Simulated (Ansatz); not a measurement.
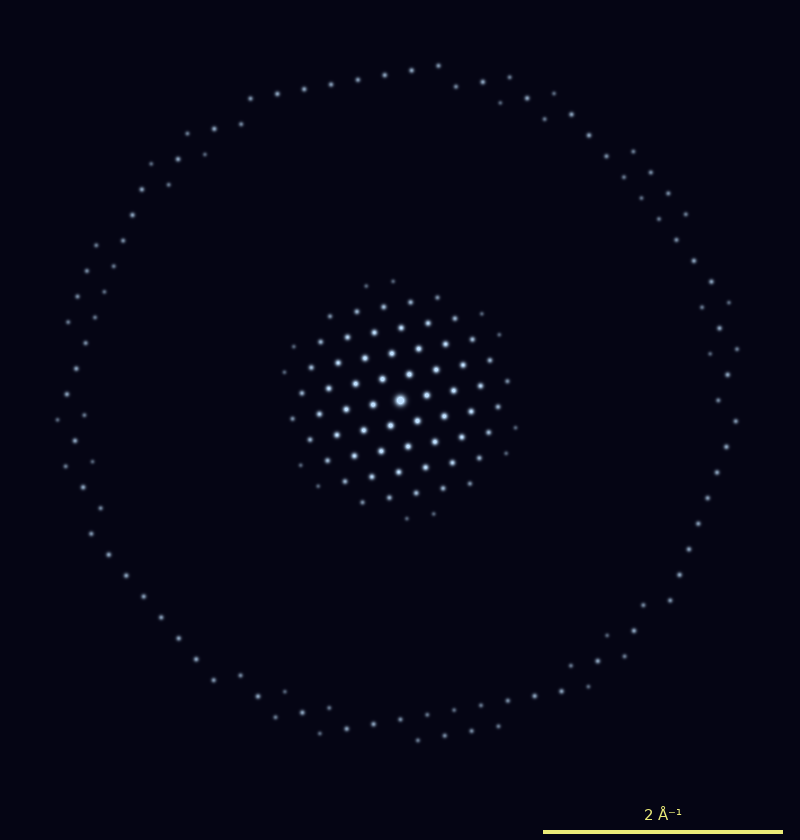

Wide-angle electron diffraction pattern, simulated kinematically at 60 kV (λ = 0.0487 Å, B = 0.2 Å², logarithmic intensity scale). The centre holds the zero-order Laue zone; the ring outside it is the first higher-order Laue zone that is excited.

> Measure the ring and find the spacing of the reciprocal-lattice layers along the beam.

The ring radius is about 2.8 Å⁻¹, so H ≈ λG²/2 is about 0.19 Å⁻¹, and 1/H, about 5.4 Å, is the shortest lattice translation along the beam.

The crystal is Cs, space group Im-3m (No. 229), a = 6.181 Å, seen along [111]; the conventional repeat 10.71 Å is 2 times 1/H because of the I centring. Structure: the input geometry of an electronic-structure calculation (not necessarily at equilibrium).

> What symmetry do the zero layer and the whole pattern have?

Zero layer: 6mm. With the outer ring, and with Friedel's law holding in this kinematic picture: 3m.
